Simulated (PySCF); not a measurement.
# Si₂H₂: singlet, from a rhombic ring start

The task is one start of a wider search on Si₂H₂: the singlet, from a rhombic ring start. It is relaxed, tested by its Hessian and followed downhill if it is a saddle.

Program: PySCF 2.14.0. Level of theory: PBE0, basis Si def2-TZVP, H def2-TZVP, no relativity, density fitting. These are calculated values, not measurements.

### Step 1. Where the work starts

4 atoms, charge 0, spin multiplicity 1.

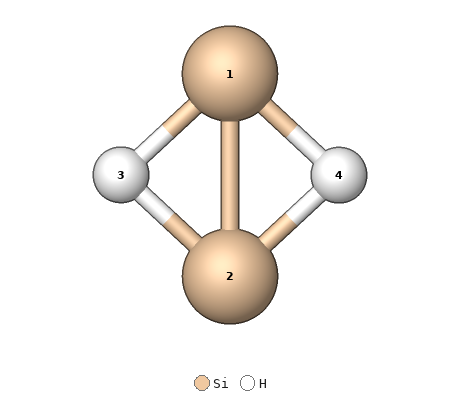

Start geometry, drawn with silicon light orange, hydrogen white; atoms are numbered from 1 in the order of the file.

Coordinates in bohr (charge 0 multiplicity 1):
```
Si    2.0218    0.0000    0.0000
Si   -2.0218    0.0000    0.0000
H     0.0000    2.1681    0.0000
H     0.0000   -2.1681    0.0000
```

### Step 2. The SCF at the typed geometry

One driver script runs all steps and calls PySCF; scf.py shows how it sets up the SCF of each step. The optimiser is the driver's own. After this first run the driver tries any further starts and a stability analysis.

File scf.py:

```python
from pyscf import gto, scf, dft
mol = gto.M(atom='''
Si     1.069900     0.000000     0.000000
Si    -1.069900     0.000000     0.000000
H      0.000000     1.147300     0.000000
H      0.000000    -1.147300     0.000000''',
    basis={'Si': 'def2-TZVP', 'H': 'def2-TZVP'},
    charge=0, spin=0)
mf = dft.RKS(mol, xc='PBE0')
mf.grids.atom_grid = (50, 194)
aux = {'Si': 'def2-universal-JKFIT', 'H': 'def2-universal-JKFIT'}
mf = mf.density_fit(auxbasis=aux)
mf.conv_tol = 1e-08
mf.diis_space = 10
mf.max_cycle = 60
mf.init_guess = 'minao'
mf.verbose = 4
mf.kernel()
```

The run is started by

```sh
$ OMP_NUM_THREADS=2 python axn.py task.json out
```

Log:

```text
init E= -580.001554333164
  HOMO = -0.221731052839852  LUMO = -0.0936204757713739  gap/eV = 3.48607
cycle= 1 E= -579.828996177006  delta_E= 0.173  |g|= 0.126  |ddm|= 1.56
  HOMO = -0.232756609207597  LUMO = -0.0762168314733778  gap/eV = 4.25966
cycle= 2 E= -579.831581674518  delta_E= -0.00259  |g|= 0.0481  |ddm|= 0.149
  HOMO = -0.239293152659473  LUMO = -0.0777763762190382  gap/eV = 4.39510
cycle= 3 E= -579.831934637458  delta_E= -0.000353  |g|= 0.0076  |ddm|= 0.0384
  HOMO = -0.237003430139318  LUMO = -0.0761941631531826  gap/eV = 4.37584
cycle= 4 E= -579.831953281279  delta_E= -1.86e-05  |g|= 0.00314  |ddm|= 0.0162
  HOMO = -0.237560552720335  LUMO = -0.0764677368695974  gap/eV = 4.38356
cycle= 5 E= -579.831956218824  delta_E= -2.94e-06  |g|= 0.000123  |ddm|= 0.00296
  HOMO = -0.237581607814269  LUMO = -0.076498246883375  gap/eV = 4.38330
cycle= 6 E= -579.831956225685  delta_E= -6.86e-09  |g|= 2.84e-05  |ddm|= 0.000212
  HOMO = -0.237583023378054  LUMO = -0.0764996803481459  gap/eV = 4.38330
Extra cycle  E= -579.831956225862  delta_E= -1.78e-10  |g|= 1.48e-05  |ddm|= 5.29e-05
converged SCF energy = -579.831956225862
```

This step, with its further starts and checks, needed 3.7 s of wall time on 2 threads of Arm Neoverse V1, shared host.

Energies from each starting density:

```csv
start,energy (Eh)
the minimal-basis guess,-579.831956
a thermally smeared density,-579.831956
a smeared PBE density,-579.831956
```

No lower closed-shell solution turned up from the other starts or in the test of internal stability.

### Step 3. Relaxing the singlet from the rhombic ring start

The program finds D2h symmetry in the start, which this walk keeps. The walk stops when the largest gradient is under 0.0003 Eh/bohr and the energy has settled too.

Edit scf.py of step 2 so:

```diff
@@ -16 +15,0 @@
-mf.init_guess = 'minao'
```

The optimiser's trace:

```csv
step,energy (Eh),change (kJ/mol),largest symmetric gradient (Eh/bohr)
0,-579.831956,0.00,0.06572
1,-579.843199,-29.52,0.01986
2,-579.844530,-33.01,0.00530
3,-579.844629,-33.27,0.00080
4,-579.844632,-33.28,0.00025
```

The walk took 3.3 s.

Geometry (Å) and forces (eV/Å) at some steps:

```
step 0
Si   1.070   0.000   0.000   3.379   0.000   0.000
Si  -1.070   0.000   0.000  -3.379   0.000   0.000
H    0.000   1.147   0.000   0.000  -0.294   0.000
H    0.000  -1.147   0.000   0.000   0.294   0.000
step 1
Si   1.138   0.000   0.000   1.022   0.000   0.000
Si  -1.138   0.000   0.000  -1.022   0.000   0.000
H    0.000   1.099   0.000   0.000  -0.041   0.000
H    0.000  -1.099   0.000   0.000   0.041   0.000
step 2
Si   1.166   0.000   0.000   0.272   0.000   0.000
Si  -1.166   0.000   0.000  -0.272   0.000   0.000
H    0.000   1.081   0.000   0.000   0.028   0.000
H    0.000  -1.081   0.000   0.000  -0.028   0.000
step 3
Si   1.176   0.000   0.000   0.041   0.000   0.000
Si  -1.176   0.000   0.000  -0.041   0.000   0.000
H    0.000   1.078   0.000   0.000   0.025   0.000
H    0.000  -1.078   0.000   0.000  -0.025   0.000
step 4
Si   1.177   0.000   0.000   0.006   0.000   0.000
Si  -1.177   0.000   0.000  -0.006   0.000   0.000
H    0.000   1.078   0.000   0.000   0.013   0.000
H    0.000  -1.078   0.000   0.000  -0.013   0.000
```

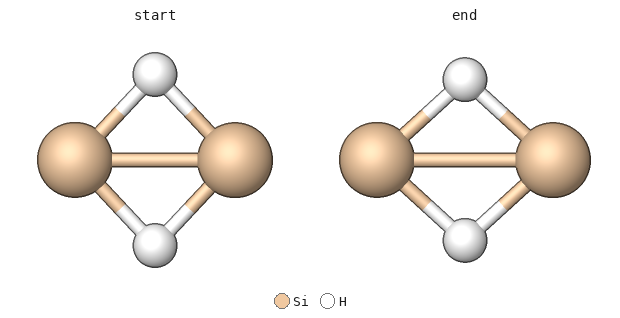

Start and end of the relaxation.

It settles in D2h symmetry, 33.3 kJ/mol below the start, after 4 steps: Si–H 1.596 Å (×4), Si–Si 2.354 Å; H–Si–H 85.0° (×2), H–Si–Si 42.5° (×4), Si–H–Si 95.0° (×2).

### Step 4. Hessian and properties

On the finer grid the gradient is checked again; gradients at displacements of ±0.02 bohr then give force constants and infrared intensities.

Edit scf.py of step 3 so:

```diff
@@ -3,4 +3,4 @@
-Si     1.069900     0.000000     0.000000
-Si    -1.069900     0.000000     0.000000
-H      0.000000     1.147300     0.000000
-H      0.000000    -1.147300     0.000000''',
+Si     1.177007    -0.000000     0.000000
+Si    -1.177007     0.000000     0.000000
+H      0.000000     1.079265     0.000000
+H     -0.000000    -1.079265     0.000000''',
@@ -10 +10 @@
-mf.grids.atom_grid = (50, 194)
+mf.grids.atom_grid = (75, 302)
@@ -13 +13 @@
-mf.conv_tol = 1e-08
+mf.conv_tol = 1e-10
```

This SCF starts from the last density.

SCF at the final geometry:

```text
init E= -579.844633836884
  HOMO = -0.221782879960772  LUMO = -0.0866203274413628  gap/eV = 3.67796
cycle= 1 E= -579.844633836741  delta_E= 1.42e-10  |g|= 2e-05  |ddm|= 3.5e-05
  HOMO = -0.221783059545094  LUMO = -0.086620435991895  gap/eV = 3.67796
cycle= 2 E= -579.844633836106  delta_E= 6.36e-10  |g|= 4.22e-05  |ddm|= 7.36e-05
  HOMO = -0.221783013024183  LUMO = -0.0866204069208258  gap/eV = 3.67796
cycle= 3 E= -579.844633836927  delta_E= -8.21e-10  |g|= 1.85e-07  |ddm|= 4.99e-05
  HOMO = -0.22178297839846  LUMO = -0.0866203852620657  gap/eV = 3.67796
cycle= 4 E= -579.844633836927  delta_E= -3.41e-13  |g|= 4.67e-09  |ddm|= 2.25e-07
  HOMO = -0.221782979341247  LUMO = -0.0866203857662882  gap/eV = 3.67796
Extra cycle  E= -579.844633836925  delta_E= 1.59e-12  |g|= 2.97e-09  |ddm|= 1.15e-08
converged SCF energy = -579.844633836925
```

The whole step took 15 s.

Geometry: D2h; Si–H 1.597 Å (×4), Si–Si 2.354 Å; H–Si–H 85.0° (×2), H–Si–Si 42.5° (×4), Si–H–Si 95.0° (×2).

Harmonic modes (main isotopes):

```
symmetry  ω (cm⁻¹)  IR (km/mol)  μ (u)
     b3u      759i          0.3   1.04
      ag       480          0.0  23.54
     b2u      1570          0.3   1.04
     b1u      1678          374   1.04
      ag      1789          0.0   1.01
     b3g      1828          0.0   1.04
```

1 mode is imaginary, the largest at 759i cm⁻¹: a saddle point, not a minimum.

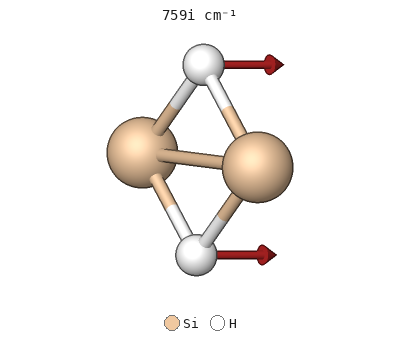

The imaginary mode, as arrows.

Constants and moments:

* Dipole moment: 0.00 D
* Highest occupied level: -6.04 eV
* Lowest empty level: -2.36 eV
* Rotational constants: 7.18, 0.2175, 0.2111 cm⁻¹
* Zero-point energy (real modes): 43.9 kJ/mol
* Principal polarisabilities: 47.3, 47.8, 101.9 bohr³
* Atomisation energy without zero-point energy: 902 kJ/mol
* Principal traceless quadrupole moments about the centre of mass: -4.31, -1.52, 5.83 D Å

Charges (e) and bond orders:

| atom | Mulliken | Löwdin | polar tensor | Mayer order to Si1 |
| --- | --- | --- | --- | --- |
| Si1 | -0.12 | -0.09 | 0.14 | – |
| Si2 | -0.12 | -0.09 | 0.14 | 1.58 |
| H3,4 | 0.12 | 0.09 | -0.14 | 0.46 |

Outer orbital energies (eV). occupied: -100.28, -100.28, -100.27, -17.65, -11.81, -10.50, -7.27, -6.04; empty: -2.36, -1.87, 0.48, 0.54.

Mulliken populations on Si1: s 5.88, p 8.04, d 0.18, f 0.02.

### Step 5. Following the imaginary mode

The atoms are moved a little along the softest imaginary mode and relaxed again.

The program finds C2v symmetry in the start, which this walk keeps. The walk stops when the largest gradient is under 0.0003 Eh/bohr and the energy has settled too.

Edit scf.py of step 4 so:

```diff
@@ -3,4 +3,4 @@
-Si     1.177007    -0.000000     0.000000
-Si    -1.177007     0.000000     0.000000
-H      0.000000     1.079265     0.000000
-H     -0.000000    -1.079265     0.000000''',
+Si     1.177007     0.000000    -0.004323
+Si    -1.177007    -0.000000    -0.004323
+H     -0.000000     1.079265     0.120000
+H      0.000000    -1.079265     0.120000''',
@@ -10 +10 @@
-mf.grids.atom_grid = (75, 302)
+mf.grids.atom_grid = (50, 194)
@@ -13 +13 @@
-mf.conv_tol = 1e-10
+mf.conv_tol = 1e-08
```

Energy and gradient, step by step:

| step | energy (Eh) | change (kJ/mol) | largest symmetric gradient (Eh/bohr) |
| --- | --- | --- | --- |
| 0 | -579.845785 | 0.00 | 0.00476 |
| 1 | -579.858887 | -34.40 | 0.02124 |
| 2 | -579.859123 | -35.02 | 0.03017 |
| 3 | -579.866047 | -53.20 | 0.00764 |
| 4 | -579.866538 | -54.49 | 0.00389 |
| 5 | -579.866768 | -55.09 | 0.00095 |
| 6 | -579.866772 | -55.10 | 0.00029 |
| 7 | -579.866772 | -55.10 | 0.00003 |

The walk took 5.8 s.

Geometry (Å) and forces (eV/Å) at some steps:

```
step 0
Si   1.177   0.000  -0.004  -0.102   0.000  -0.245
Si  -1.177   0.000  -0.004   0.102   0.000  -0.245
H    0.000   1.079   0.120   0.000  -0.032   0.245
H    0.000  -1.079   0.120   0.000   0.032   0.245
step 1
Si   1.169   0.000  -0.206  -1.092   0.000  -0.380
Si  -1.169   0.000  -0.206   1.092   0.000  -0.380
H    0.000   1.045   0.322   0.000  -0.149   0.380
H    0.000  -1.045   0.322   0.000   0.149   0.380
step 4
Si   1.105   0.000  -0.325  -0.115   0.000  -0.015
Si  -1.105   0.000  -0.325   0.115   0.000  -0.015
H    0.000   1.016   0.440   0.000  -0.200   0.015
H    0.000  -1.016   0.440   0.000   0.200   0.015
step 7
Si   1.101   0.000  -0.337   0.002   0.000   0.001
Si  -1.101   0.000  -0.337  -0.002   0.000   0.001
H    0.000   0.988   0.452   0.000  -0.001  -0.001
H    0.000  -0.988   0.452   0.000   0.001  -0.001
```

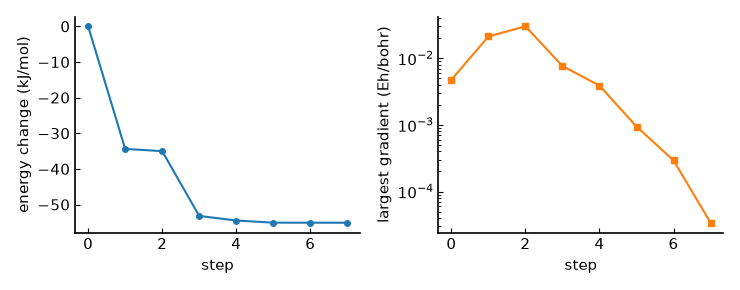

How energy and gradient fall.

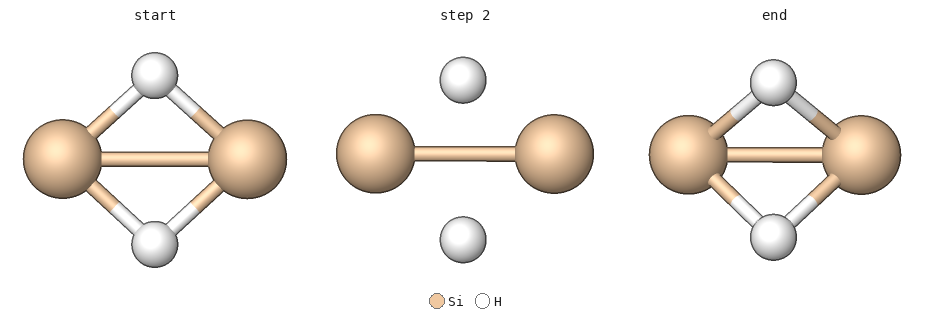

Start and end of the relaxation, with a step between.

It settles in C2v symmetry, 55.1 kJ/mol below the start, after 7 steps: Si–H 1.677 Å (×4), Si–Si 2.202 Å; H–Si–H 72.2° (×2), H–Si–Si 49.0° (×4), Si–H–Si 82.1° (×2).

### Step 6. Vibrations and properties at this point

As before: finer grid, then central differences.

Edit scf.py of step 5 so:

```diff
@@ -3,4 +3,4 @@
-Si     1.177007     0.000000    -0.004323
-Si    -1.177007    -0.000000    -0.004323
-H     -0.000000     1.079265     0.120000
-H      0.000000    -1.079265     0.120000''',
+Si     1.101075    -0.000000    -0.027643
+Si    -1.101075    -0.000000    -0.027643
+H     -0.000000     0.987366     0.761725
+H      0.000000    -0.987366     0.761725''',
@@ -10 +10 @@
-mf.grids.atom_grid = (50, 194)
+mf.grids.atom_grid = (75, 302)
@@ -13 +13 @@
-mf.conv_tol = 1e-08
+mf.conv_tol = 1e-10
```

SCF at the final geometry:

```text
init E= -579.866702060564
  HOMO = -0.22008790498446  LUMO = -0.0682679949606433  gap/eV = 4.13123
cycle= 1 E= -579.866702060567  delta_E= -2.73e-12  |g|= 1.24e-06  |ddm|= 3.06e-06
  HOMO = -0.220088152609808  LUMO = -0.0682681848856641  gap/eV = 4.13123
Extra cycle  E= -579.866702060568  delta_E= -9.09e-13  |g|= 1.19e-06  |ddm|= 2.84e-06
converged SCF energy = -579.866702060568
```

The whole step needed 15 s of wall time on 2 threads of Arm Neoverse V1, shared host.

Geometry: C2v; Si–H 1.676 Å (×4), Si–Si 2.202 Å; H–Si–H 72.2° (×2), H–Si–Si 48.9° (×4), Si–H–Si 82.1° (×2).

Modes, for the most abundant isotopes:

```tsv
symmetry	ω (cm⁻¹)	IR (km/mol)	μ (u)
a1	547	0.3	11.80
a1	937	26.5	1.09
a2	1142	0.0	1.04
b2	1204	365	1.06
b1	1566	7.1	1.03
a1	1634	1.6	1.02
```

All wavenumbers are real: a minimum.

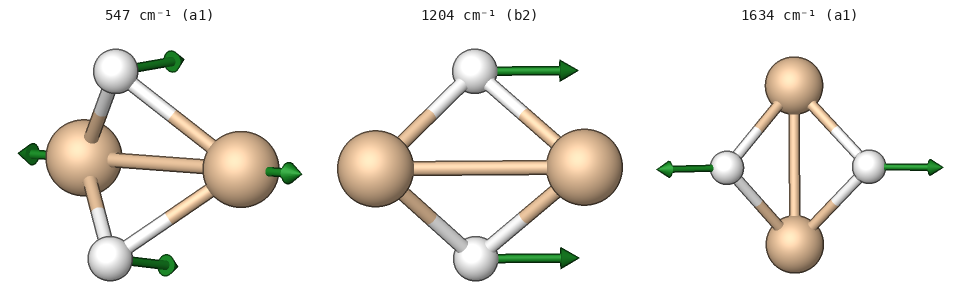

How the atoms move in 3 of the modes.

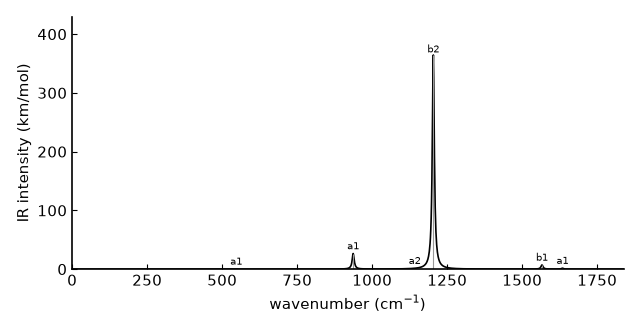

The harmonic infrared spectrum (widths in cm⁻¹). Lines are broadened to a width of 8 cm⁻¹ (Lorentzian).

Constants and moments:

```yaml
Dipole_moment: 0.37 D
Highest_occupied_level: -5.99 eV
Lowest_empty_level: -1.86 eV
Rotational_constants: 5.306, 0.2441, 0.2415 cm⁻¹
Zero-point_energy: 42.0 kJ/mol
Principal_polarisabilities: 47.6, 48.7, 91.0 bohr³
Atomisation_energy_without_zero-point_energy: 960 kJ/mol
Principal_traceless_quadrupole_moments_about_the_centre_of_mass: -4.29, -0.02, 4.31 D Å
Entropy_at_298.15_K_and_1_bar: 245.6 J/(mol K)
Heat_capacity_Cp_at_298.15_K: 42.3 J/(mol K)
Enthalpy_at_298.15_K_above_0_K: 10.66 kJ/mol
Rotational_symmetry_number: 2
```

Populations by atom (charges in e):

```tsv
atom	Mulliken	Löwdin	polar tensor	Mayer order to Si1
Si1	-0.07	-0.09	0.20	–
Si2	-0.07	-0.09	0.20	1.52
H3,4	0.07	0.09	-0.20	0.50
```

Mulliken populations on Si1: s 5.85, p 8.01, d 0.19, f 0.02.

### Step 7. Would spin polarisation lower it?

At the lowest minimum the closed shell is tested against spin polarisation, on the (50, 194) grid. It is stable.

### Step 8. The points found, side by side

| spin | group | bonds | imaginary modes (cm⁻¹) | ΔE (kJ/mol) | with zero-point energy |
| --- | --- | --- | --- | --- | --- |
| singlet | C2v | Si–H 1.676 Å (×4), Si–Si 2.202 Å | none | 0.0 | 0.0 |
| singlet | D2h | Si–H 1.597 Å (×4), Si–Si 2.354 Å | 759i | 57.9 | – |

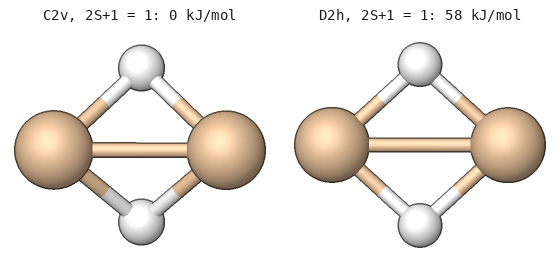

The points, lowest first (silicon light orange, hydrogen white).

### Step 9. Results

```
                                 quantity                                                                                        value
                                  minimum                                                                                 singlet, C2v
                                 geometry  Si–H 1.676 Å (×4), Si–Si 2.202 Å; H–Si–H 72.2° (×2), H–Si–Si 48.9° (×4), Si–H–Si 82.1° (×2)
                       wavenumbers (cm⁻¹)                               547 (a1), 937 (a1), 1142 (a2), 1204 (b2), 1566 (b1), 1634 (a1)
                            dipole moment                                                                                       0.37 D
     highest occupied, lowest empty level                                                                              -5.99, -1.86 eV
               polar-tensor charge of Si1                                                                                      +0.20 e
                        zero-point energy                                                                                  42.0 kJ/mol
                      entropy at 298.15 K                                                                              245.6 J/(mol K)
atomisation energy (no zero-point energy)                                                                                   960 kJ/mol
```

The rhombic ring start (D2h) ends in a minimum of C2v symmetry, after a stop at a saddle point 57.9 kJ/mol higher, from which it was pushed off along an imaginary mode. In the infrared the band at 1204 cm⁻¹ (b2) leads. Only this shape and spin were tried, so other structures or states may lie lower.

The search up to here took 44 s.
